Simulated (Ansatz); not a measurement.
**doublet GeH3F+: levels of theory compared**

We compute a comparison of 6 runs (U-revPBE/STO-3G, UB2PLYP/STO-3G, UBLYP/STO-3G, UHSE06/STO-3G, UCCSDT(Q)/STO-3G, UCCSDT/STO-3G) of doublet GeH3F+. 

The results are computed with Ansatz 0.2.0.

57 further runs of the same task are left out: 8 that didn't finish, 49 set aside as unsound or not needed.

### Step 1. Starting point

GeH3F+: 5 atoms, total charge +1, spin state doublet. As SMILES of the parent species, `[H][Ge]([H])([H])[F]`. The shape comes from GFN2-xTB, which is rough for such elements, and wasn't checked as a minimum. That shape belongs to the parent species and isn't relaxed for this state.

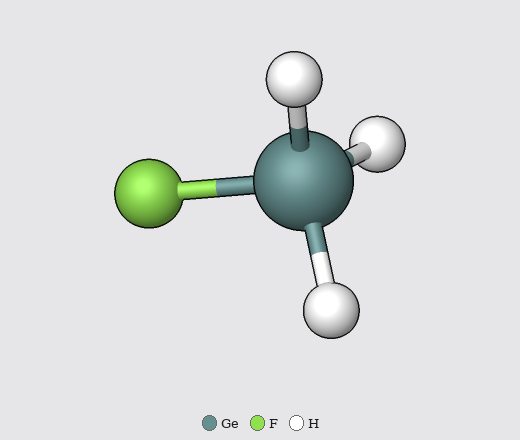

The structure, seen from a chosen angle (germanium teal, fluorine green, hydrogen white).

### Step 2. A single-point energy at U-revPBE/STO-3G (run 1)

File in.yaml:

```yaml
crystal:
  periodic: [false, false, false]
  atoms:
    - {symbol: Ge, position_ang: [-0.001260, 0.000720, -0.139740]}
    - {symbol: F, position_ang: [0.010260, -0.018210, 1.594920]}
    - {symbol: H, position_ang: [1.448570, 0.011740, -0.494610]}
    - {symbol: H, position_ang: [-0.731820, 1.260740, -0.465520]}
    - {symbol: H, position_ang: [-0.725750, -1.254990, -0.495050]}
basis:
  gaussian:
    orbitals: STO-3G
total_charge: 1
magnetization:
  spin_polarized: true
  initial_magnetization: 1
hamiltonian:
  xc: {name: revPBE}
accuracy: high
```

The run is started by

```console
$ ansatz run in.yaml --threads 1 --pin off --max-ram 2610MiB --events-out events.jsonl --progress --plain --runs-dir runs
```

Standard output:

```text
Warning: RAYON_NUM_THREADS=1 ignored (pool sized by the plan → 1); use --threads N
Functional definition: revPBE
  name "revPBE"
  parameter kappa = 1.245
  parameter beta = 0.06672455060314922
  exchange = pbe_x(kappa = kappa, mu = beta*pi^2/3)
  correlation = pbe_c(beta = beta)
388 factors; integrals over basis functions are off by at most 4.4e-9 eV
mean field evaluation 1: about -58519.8488 eV, gradient 1.1e2 eV
mean field evaluation 2: about -58351.1848 eV, gradient 1.5e2 eV
mean field evaluation 4: about -58562.7941 eV, gradient 4.9e1 eV
mean field evaluation 8: about -58577.2363 eV, gradient 1.5e1 eV
mean field evaluation 16: about -58578.8768 eV, gradient 1.9e0 eV
mean field evaluation 32: about -58578.8815 eV, gradient 2.9e-8 eV
mean field evaluation 64: about -58578.8770 eV, gradient 1.4e-1 eV
mean field evaluation 96: about -58578.1834 eV, gradient 5.0e0 eV
mean field -58578.88179801 eV, -2152.7341998849 hartree, gradient 5.3e-8 eV, S^2 0.751071; 10 other end points of the search recorded, 0 dependent functions left out
reference -58578.88180007 eV, -2152.7341999602 hartree; 22, 21 occupied and 4, 5 virtual orbitals, 388 factors
Total energy: -58578.88180007 eV, -2152.7341999602 hartree
```

Run time: 11 s. Hardware: 1 thread of Arm Neoverse V1, shared host; peak memory 0.13 GiB.

### Step 3. The energy at UB2PLYP/STO-3G (run 2)

File input.yaml:

```yaml
crystal:
  periodic: [false, false, false]
  atoms:
    - {symbol: Ge, position_ang: [-0.001260, 0.000720, -0.139740]}
    - {symbol: F, position_ang: [0.010260, -0.018210, 1.594920]}
    - {symbol: H, position_ang: [1.448570, 0.011740, -0.494610]}
    - {symbol: H, position_ang: [-0.731820, 1.260740, -0.465520]}
    - {symbol: H, position_ang: [-0.725750, -1.254990, -0.495050]}
basis:
  gaussian:
    orbitals: STO-3G
total_charge: 1
magnetization:
  spin_polarized: true
  initial_magnetization: 1
hamiltonian:
  xc: {name: B2PLYP}
correlation:
  frozen_orbitals: {F: 1, Ge: 9, H: 0}
accuracy: high
```

The run is started by

```console
$ ansatz run input.yaml --threads 1 --pin off --max-ram 2610MiB --events-out events.jsonl --progress --plain --runs-dir runs
```

Standard output, shortened:

```text
Warning: RAYON_NUM_THREADS=1 ignored (pool sized by the plan → 1); use --threads N
Functional definition: B2PLYP
  name "B2PLYP"
[...]
388 factors; integrals over basis functions are off by at most 4.4e-9 eV
[...]
mean field -58571.46438631 eV, -2152.4616150326 hartree, gradient 3.0e-8 eV, S^2 0.754020; 2 other end points of the search recorded, 0 dependent functions left out
10 core orbitals not correlated: weight in the atoms' cores, before any rotation towards them, 1.000 or more for the frozen orbitals, at most 0.000 for the correlated occupied ones
reference -58571.46440168 eV, -2152.4616155974 hartree; 12, 11 occupied and 4, 5 virtual orbitals, 388 factors
second order -1.93572975 eV of doubles, -0.00000000 eV of singles
Total energy: -58571.98704872 eV, -2152.4808225216 hartree
```

Run time: 27 s. Hardware: 1 thread of Arm Neoverse V1, shared host; peak memory 0.14 GiB.

Runs 3 to 4 aren't shown in full; the table further down has their settings and results.

### Step 4. The energy at UCCSDT(Q)/STO-3G (run 5)

File job.yaml:

```yaml
crystal:
  periodic: [false, false, false]
  atoms:
    - {symbol: Ge, position_ang: [-0.001260, 0.000720, -0.139740]}
    - {symbol: F, position_ang: [0.010260, -0.018210, 1.594920]}
    - {symbol: H, position_ang: [1.448570, 0.011740, -0.494610]}
    - {symbol: H, position_ang: [-0.731820, 1.260740, -0.465520]}
    - {symbol: H, position_ang: [-0.725750, -1.254990, -0.495050]}
basis:
  gaussian:
    orbitals: STO-3G
total_charge: 1
magnetization:
  spin_polarized: true
  initial_magnetization: 1
correlation:
  method: ccsdt_q
  frozen_orbitals: {F: 1, Ge: 9, H: 0}
accuracy: high
scf:
  omitted_lower_state_checks: [cluster_reference, increment]
```

The run is started by

```console
$ ansatz run job.yaml --threads 1 --pin off --max-ram 2610MiB --events-out events.jsonl --progress --plain --runs-dir runs
```

Standard output:

```text
Warning: RAYON_NUM_THREADS=1 ignored (pool sized by the plan → 1); use --threads N
[... 16 lines left out ...]
10 core orbitals not correlated: weight in the atoms' cores, before any rotation towards them, 1.000 or more for the frozen orbitals, at most 0.000 for the correlated occupied ones
[... 60 lines left out ...]
Total energy: -58540.72904852 eV, -2151.3321122017 hartree
Checks for a lower state left out: cluster_reference, increment
```

It took 5.7 s on 1 thread of Arm Neoverse V1, shared host; peak memory 0.19 GiB.

### Step 5. A single-point energy at UCCSDT/STO-3G (run 6)

File in.yaml:

```yaml
crystal:
  periodic: [false, false, false]
  atoms:
    - symbol: Ge
      position_ang: [-0.001260, 0.000720, -0.139740]
    - symbol: F
      position_ang: [0.010260, -0.018210, 1.594920]
    - symbol: H
      position_ang: [1.448570, 0.011740, -0.494610]
    - symbol: H
      position_ang: [-0.731820, 1.260740, -0.465520]
    - symbol: H
      position_ang: [-0.725750, -1.254990, -0.495050]
basis:
  gaussian: {orbitals: STO-3G}
total_charge: 1
magnetization: {spin_polarized: true, initial_magnetization: 1}
correlation: {method: ccsdt, frozen_orbitals: {F: 1, Ge: 9, H: 0}}
accuracy: high
scf: {omitted_lower_state_checks: [cluster_reference, increment]}
```

The run is started by

```console
$ ansatz run in.yaml --threads 1 --pin off --max-ram 2610MiB --events-out events.jsonl --progress --plain --runs-dir runs
```

Standard output:

```text
Warning: RAYON_NUM_THREADS=1 ignored (pool sized by the plan → 1); use --threads N
[... 16 lines left out ...]
10 core orbitals not correlated: weight in the atoms' cores, before any rotation towards them, 1.000 or more for the frozen orbitals, at most 0.000 for the correlated occupied ones
[... 59 lines left out ...]
Total energy: -58540.72782846 eV, -2151.3320673653 hartree
Checks for a lower state left out: cluster_reference, increment
```

Run time: 4.8 s. Hardware: 1 thread of Arm Neoverse V1, shared host; peak memory 0.11 GiB.

### Step 6. The series

| run | level | frozen core orbitals | energy (Eh) | ⟨S²⟩ | wall time |
| --- | --- | --- | --- | --- | --- |
| 1 | U-revPBE/STO-3G | – | -2152.734200 | 0.751 | 11 s |
| 2 | UB2PLYP/STO-3G | 10 | -2152.480823 | 0.754 | 27 s |
| 3 | UBLYP/STO-3G | – | -2152.817734 | 0.751 | 9.9 s |
| 4 | UHSE06/STO-3G | – | -2152.624867 | 0.753 | 14 s |
| 5 | UCCSDT(Q)/STO-3G | 10 | -2151.332112 | 0.753 | 5.7 s |
| 6 | UCCSDT/STO-3G | 10 | -2151.332067 | 0.753 | 4.8 s |

### Step 7. What came out

| quantity | value |
| --- | --- |
| run 6: total energy | -2151.33207 Eh |
| run 6: correlation energy (10 core orbitals frozen) | -64.9 mEh |
| run 6: ⟨S²⟩ of the reference determinant | 0.753 |
| run 6: T1 diagnostic | 0.022 |

Totals of different functionals can't be ranked against each other. In runs 1, 2, 3, 4, 5, 6 the basis is minimal, so the values are rough. All runs together took 73 s, the longest 27 s.
